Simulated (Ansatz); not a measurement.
A series of calculations on BH$_{2}$Cl$_{2}$F

### Relaxation

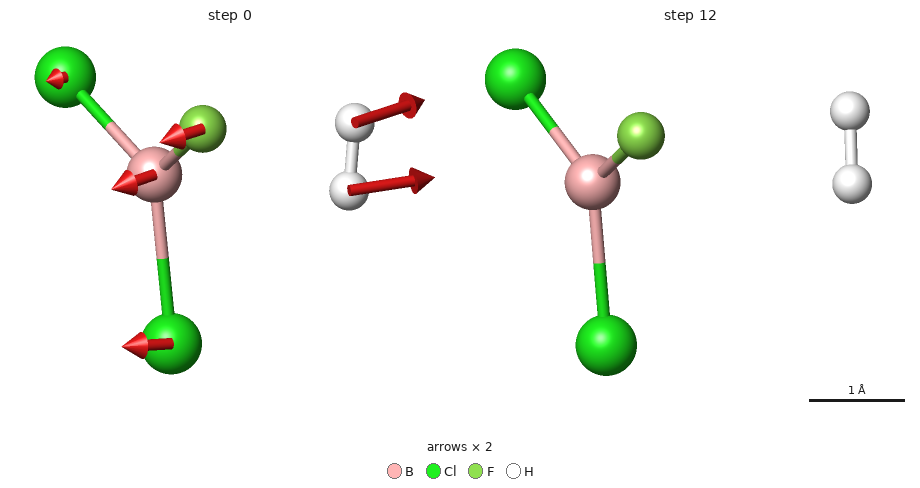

The structure of BH2Cl2F before (left) and after (right) a relaxation, at one scale. The red arrows give the displacements, 2 times their true length.

A ball-and-stick model, seen at a tilt.

The run prepares an end point of a later path (reaction) calculation, from a guessed geometry.

These are results of RKS PBE-D4/def2-SVP in Ansatz 0.2.0, not measurements. Settings: no spin polarisation; force threshold 0.03 eV/Å; at most 50 steps.

What changed between the two?

Answer. The atom that moves furthest after the best rigid fit is an H atom (0.49 Å). Largest moves by element: H 0.49 Å, Cl 0.30 Å, B 0.27 Å, F 0.27 Å. Some distances before and after: B–Cl 1.821 → 1.754 Å, H–H 0.722 → 0.769 Å, B–Cl 1.749 → 1.753 Å. Over 9 accepted moves (12 points after the start) the energy falls by 4.30 kcal/mol. The largest force component goes from 1.7 to 0.017 eV/Å. The line search rejected the trial steps at points 2, 3, 10 of the run. The forces were under the threshold at step 7, but the run went on from there. The run took 28 s on 1 thread of Intel(R) Xeon(R) Platinum 8488C (Sapphire Rapids) (shared host), peak memory 0.16 GiB.

Limits of the set-up: the start holds two separate molecules, 2.3 Å apart at their closest, whose relative position is a soft coordinate.

### Relaxation

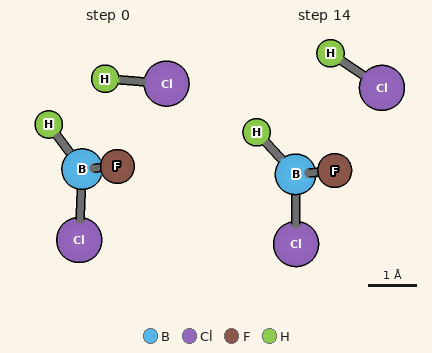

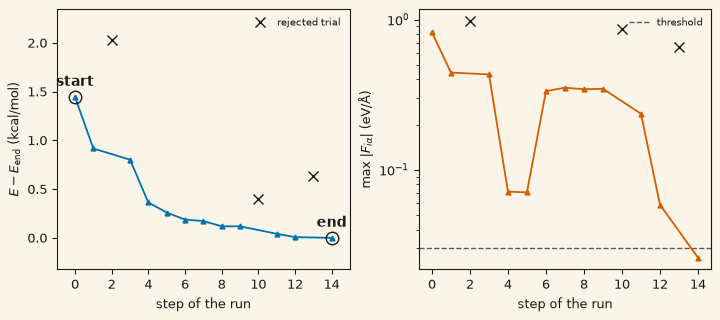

First and last geometry of a relaxation of BH2Cl2F, with the history of the run. Style: ball-and-stick. Shown from a free direction.

The run prepares an end point of a later path (reaction) calculation, from a guessed geometry.

The calculation used RKS PBE-D4/def2-SVP in Ansatz. Set-up: no spin polarisation; force threshold 0.03 eV/Å; at most 50 steps.

Question: Did the run converge, and what did it change?

Answer: It converged. Over 11 accepted moves (14 points after the start) the energy falls by 1.45 kcal/mol. The largest force component goes from 0.82 to 0.026 eV/Å. The line search rejected the trial steps at points 2, 10, 13 of the run. An H atom moves most after the best rigid fit: 0.70 Å. By element the largest moves are H 0.70 Å, B 0.15 Å, Cl 0.12 Å, F 0.09 Å. Some distances before and after: Cl–H 1.338 → 1.297 Å, B–H 1.202 → 1.212 Å, B–Cl 1.752 → 1.758 Å. The run took 35 s on 1 thread of Intel(R) Xeon(R) Platinum 8488C (Sapphire Rapids) (shared host), peak memory 0.16 GiB.

### Path

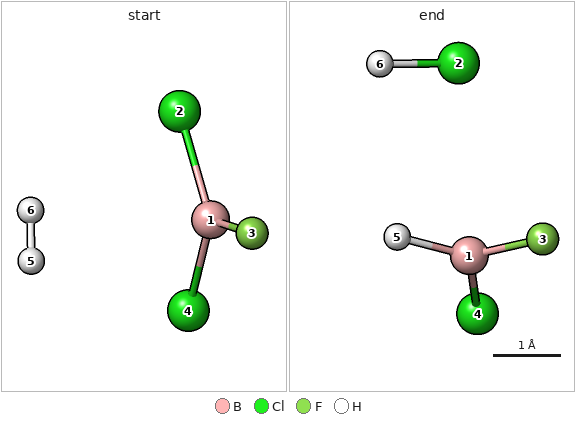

The two relaxed end points of a path for BH$_{2}$Cl$_{2}$F, made up at the start of BCl₂F and H2. Style: ball-and-stick. Shown at a tilt.

Level of theory: Ansatz, RKS PBE-D4/def2-SVP.

Set-up: 9 movable images; climbing image; force threshold 0.03 eV/Å; iteration limit 52.

Start:
```xyz
6

B    -0.0238    0.5297    0.1035
Cl   -0.0050    0.9297    1.8116
F     1.1192    0.2845   -0.5156
Cl   -1.5222    0.4573   -0.8037
H    -0.2915   -2.5680    0.5859
H    -0.1050   -2.2820    1.2746
```

End:
```xyz
6

B    -0.0773   -0.3688   -0.5812
Cl   -0.0233   -0.0995    2.5117
F     1.0820    0.2552   -0.7271
Cl   -1.5644    0.5089   -0.9113
H    -0.1034   -1.5533   -0.3237
H    -0.1420   -1.3912    2.4879
```

Question: What barrier does the band find between them, and by what path?

Answer: The energy climbs by 1.33 eV to image 6 and then falls by 0.66 eV, so the end point sits at +0.67 eV. Breaking: B1–Cl2 (1.75 → 2.13 at the top → 3.11 Å), H5–H6 (0.77 → 1.08 at the top → 2.82 Å). Forming: B1–H5 (3.15 → 1.32 at the top → 1.21 Å), Cl2–H6 (3.26 → 1.55 at the top → 1.30 Å). The band converged in 45 iterations. The largest component of the band force went from 4.9 to 0.02 eV/Å. The climbing image converged on the top of the path. Its vibrational analysis gives one imaginary mode (725i cm⁻¹), as a transition state must have.

Energies of the converged images:

| image | path (Å) | E (eV) |
| --- | --- | --- |
| 0 | 0.00 | 0.000 |
| 1 | 0.36 | 0.010 |
| 2 | 0.72 | 0.058 |
| 3 | 1.08 | 0.190 |
| 4 | 1.44 | 0.477 |
| 5 | 1.79 | 0.965 |
| 6 | 2.15 | 1.328 |
| 7 | 2.60 | 0.959 |
| 8 | 3.05 | 0.731 |
| 9 | 3.51 | 0.684 |
| 10 | 3.96 | 0.669 |

The geometry at the top of the path:

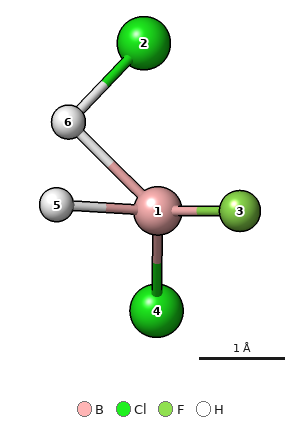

Limits of the set-up: the start holds two separate molecules, 3.0 Å apart at their closest, whose relative position is a soft coordinate.

The run took 11 min on 1 thread of Intel(R) Xeon(R) Platinum 8488C (Sapphire Rapids), with other jobs on the host, peak memory 0.14 GiB.
